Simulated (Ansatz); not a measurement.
# Computed frozen-phonon scan: LiF (rock salt)

Starting cell, LiF (rock salt):

```
LiF
1.0
    0.00000     4.06787     4.06787
    2.03393     0.00000     2.03393
    2.03393     2.03393     0.00000
F Li
2 2
Direct
  0.00000   0.00000   0.00000
  0.50000   0.00000   0.00000
  0.25000   0.50000   0.50000
  0.75000   0.50000   0.50000
```

The atoms are displaced by Q × the pattern below (from a DFPT mode at L = (0.5, 0.0, 0.0), largest move 1; Q in Å), at fixed cell. It is one choice among 2 degenerate patterns. (q is in reciprocal vectors of the primitive cell; the cell shown is doubled to hold the pattern.)

| atom | x | y | z |
|---|---|---|---|
| Li3 | -0.285 | 0.520 | -0.805 |
| Li4 | 0.285 | -0.520 | 0.805 |

Atoms not listed stay in place.

Computed with PBE (plane waves to 420 eV, PAW, scalar-relativistic; Ansatz, a quantum-chemistry and plane-wave program). k mesh 7×14×14 (Γ-centred), Fermi-Dirac smearing 0.05 eV. The energy includes the smearing's −TS. LiF was relaxed with its symmetry unable to fall. The zero of ΔE is the undisplaced structure.

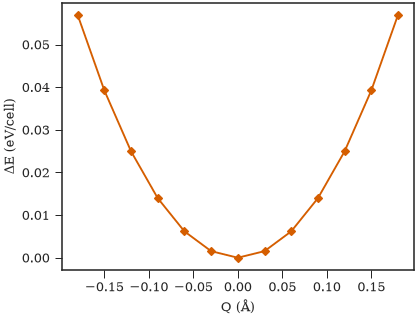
Figure. ΔE (eV/cell) against Q (Å); markers are the computed points, lines only join them.

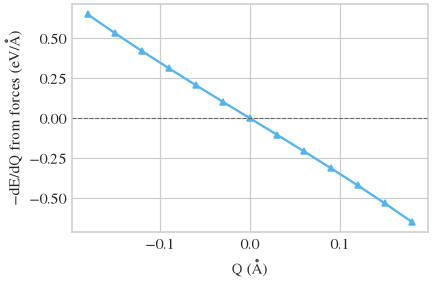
Figure. −dE/dQ from forces (eV/Å) against Q (Å); one marker a computed point.

The energy at Q = 0.180 Å is 57.0 meV/cell. Harmonic wavenumber from the curvature (finite differences): 259 cm⁻¹. Shape of the curve: a single well with its minimum at or next to zero displacement. Space group of the distorted cell: P-1 (No. 2), lowered from Fm-3m. Symmetry of the curve: even: the same for both signs.

E″ = 3.43 eV/Å², M = Σ mᵢ|uᵢ|² = 13.9 u, ν̃ = 521.5·√(|E″|/M).

(A displaced cell: forces are minus the slopes of the energy, force constants its curvatures, and phonons follow from these.)
